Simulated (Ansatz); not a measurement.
# UPBE0/def2-SVPD run of CH5OSi (SMILES [CH2][SiH2]O)

What is the vertical ionisation energy of CH5OSi at UPBE0/def2-SVPD? 

The results are computed with Ansatz 0.2.0.

54 further runs of the same task are left out: 54 set aside as unsound or not needed.

## (1) The structure to begin with

CH5OSi has 8 atoms, charge 0, and is taken as a doublet. As SMILES, `[CH2][SiH2]O`. Geometry: relaxed at PBE0-D4/def2-TZVP. This is one conformer, not always the lowest.

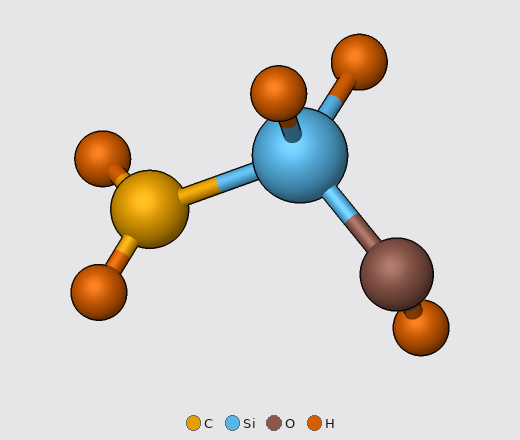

Viewed from a chosen angle; carbon amber, silicon blue, oxygen brown, hydrogen orange.

## (2) A single-point energy at UPBE0/def2-SVPD

File input.yaml:

```yaml
crystal:
  periodic: [false, false, false]
  atoms:
    - {symbol: C, position_ang: [-0.861500, 0.517800, -0.791400]}
    - {symbol: Si, position_ang: [0.654000, -0.005200, 0.111100]}
    - {symbol: O, position_ang: [0.302800, -0.724400, 1.554400]}
    - {symbol: H, position_ang: [-0.970800, 0.416800, -1.867000]}
    - {symbol: H, position_ang: [-1.703100, 0.991500, -0.293300]}
    - {symbol: H, position_ang: [1.495600, 1.161100, 0.480600]}
    - {symbol: H, position_ang: [1.431000, -0.912300, -0.779800]}
    - {symbol: H, position_ang: [-0.255800, -1.502300, 1.529400]}
basis:
  gaussian: {orbitals: def2-SVPD}
accuracy: high
hamiltonian: {xc: {name: PBE0}}
output: {orbitals: {seedname: orbitals}}
magnetization: {spin_polarized: true, initial_magnetization: 1}
```

On the command line:

```bash
$ ansatz run input.yaml --threads 1 --pin off --max-ram 3480MiB --events-out events.jsonl --progress --plain --runs-dir runs
```

The program printed:

```text
Warning: RAYON_NUM_THREADS=1 ignored (pool sized by the plan → 1); use --threads N
Functional definition: PBE0
  name "PBE0"
  parameter a = 0.25
  parameter kappa = 0.804
  parameter beta = 0.06672455060314922
  exchange = (1 - a)*pbe_x(kappa = kappa, mu = beta*pi^2/3) + a*exact_x
  correlation = pbe_c(beta = beta)
2123 factors; integrals over basis functions are off by at most 3.5e-9 eV
mean field evaluation 1: about -11025.2464 eV, gradient 3.9e1 eV
mean field evaluation 2: about -11017.8336 eV, gradient 5.8e1 eV
mean field evaluation 4: about -11030.9511 eV, gradient 2.3e0 eV
mean field evaluation 8: about -11031.0650 eV, gradient 1.2e-1 eV
mean field evaluation 16: about -11031.0651 eV, gradient 5.0e-5 eV
mean field -11031.06508267 eV, -405.3841646638 hartree, gradient 8.5e-8 eV, S^2 0.754186; 0 other end points of the search recorded, 0 dependent functions left out
reference -11031.06508601 eV, -405.3841647863 hartree; 17, 16 occupied and 90, 91 virtual orbitals, 2123 factors
Total energy: -11031.06508601 eV, -405.3841647863 hartree
```

It took 16 s on 1 thread of AMD EPYC 7R43 (Zen 3), shared host; peak memory 0.47 GiB.

## (3) The singlet cation, same level

File molecule.yaml:

```yaml
basis:
  gaussian:
    orbitals: def2-SVPD
crystal:
  periodic: [false, false, false]
  atoms:
    - {symbol: C, position_ang: [-0.861500, 0.517800, -0.791400]}
    - {symbol: Si, position_ang: [0.654000, -0.005200, 0.111100]}
    - {symbol: O, position_ang: [0.302800, -0.724400, 1.554400]}
    - {symbol: H, position_ang: [-0.970800, 0.416800, -1.867000]}
    - {symbol: H, position_ang: [-1.703100, 0.991500, -0.293300]}
    - {symbol: H, position_ang: [1.495600, 1.161100, 0.480600]}
    - {symbol: H, position_ang: [1.431000, -0.912300, -0.779800]}
    - {symbol: H, position_ang: [-0.255800, -1.502300, 1.529400]}
total_charge: 1
magnetization:
  spin_polarized: false
  initial_magnetization: 0
hamiltonian:
  xc: pbe0
accuracy: high
output: {orbitals: {seedname: orbitals}}
```

On the command line:

```bash
$ ansatz run molecule.yaml --threads 1 --pin off --max-ram 3480MiB --events-out events.jsonl --progress --plain --runs-dir runs
```

The program printed:

```text
Warning: RAYON_NUM_THREADS=1 ignored (pool sized by the plan → 1); use --threads N
Functional definition: PBE0
  name "PBE0"
  parameter a = 0.25
  parameter kappa = 0.804
  parameter beta = 0.06672455060314922
  exchange = (1 - a)*pbe_x(kappa = kappa, mu = beta*pi^2/3) + a*exact_x
  correlation = pbe_c(beta = beta)
2124 factors; integrals over basis functions are off by at most 3.5e-9 eV
mean field evaluation 1: about -11010.1150 eV, gradient 7.9e1 eV
mean field evaluation 2: about -10938.3643 eV, gradient 1.6e2 eV
mean field evaluation 4: about -11020.8136 eV, gradient 1.5e1 eV
mean field evaluation 8: about -11021.4740 eV, gradient 7.2e-1 eV
mean field evaluation 16: about -11021.4761 eV, gradient 2.0e-4 eV
mean field -11021.47608354 eV, -405.0317754454 hartree, gradient 7.8e-8 eV, S^2 0.000000; 0 other end points of the search recorded, 0 dependent functions left out
reference -11021.47608712 eV, -405.0317755770 hartree; 16, 16 occupied and 91, 91 virtual orbitals, 2124 factors
Total energy: -11021.47608712 eV, -405.0317755770 hartree
```

Wall time 9.6 s (1 thread of AMD EPYC 7R43 (Zen 3), shared host); peak memory 0.34 GiB.

## (4) What came out

At UPBE0/def2-SVPD:

| quantity | value |
| --- | --- |
| doublet CH5OSi: total energy | -405.38416 Eh |
| doublet CH5OSi: HOMO energy (highest over α and β) | -7.19 eV |
| doublet CH5OSi: LUMO energy (lowest over α and β) | -2.54 eV |
| doublet CH5OSi: ⟨S²⟩ | 0.754 |
| singlet cation: total energy | -405.03178 Eh |
| singlet cation: HOMO energy | -14.65 eV |
| singlet cation: LUMO energy | -11.73 eV |
| singlet cation: HOMO–LUMO gap | 2.92 eV |
| vertical ionisation energy (to the singlet cation) | 9.589 eV |

**Reading.** The vertical ionisation energy comes to 9.59 eV (925 kJ/mol). Only the singlet of the ionised species was computed; a triplet could lie lower.
